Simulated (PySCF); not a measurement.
Molecule: SMILES F[SiH](F)/C=[CH]/[Ge]([Cl])([Cl])[Cl] (C2H3Cl3F2GeSi). Atoms near the plane z = 0.8 Å, at the PBE0/def2-SVP optimised geometry (x, y, z in Å): Si1 (1.3, -2.2, 0.0), F3 (2.9, -2.2, 0.0), C4 (0.7, -0.4, 0.0), C5 (-0.1, 0.0, 1.0), Ge6 (-0.8, 1.8, 1.0), Cl9 (-2.9, 1.8, 1.0), H10 (0.8, -2.9, 1.2), H12 (-0.4, -0.6, 1.8).

Calculation: PBE0/def2-TZVP run with PySCF. Cells within 0.4 Å of a nucleus heavier than hydrogen are left out (blank, or x). The values are rescaled to run from 0 to 1.

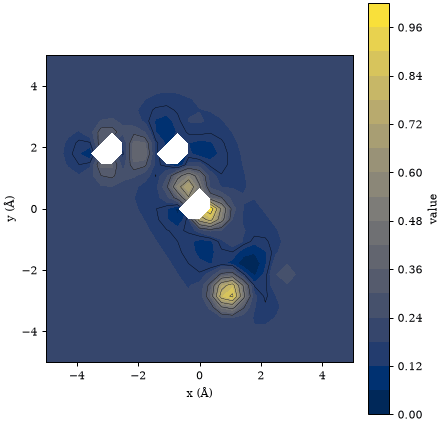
Figure. a field on the plane z = 0.8 Å.

### Question
Which quantity is mapped?
A) deformation density (molecule minus spherical neutral atoms)
B) Laplacian of the electron density
C) log10 of the electron density
D) electrostatic potential

### Answer
A, deformation density (molecule minus spherical neutral atoms). In full: deformation density (molecule minus spherical neutral atoms) (e/bohr³).
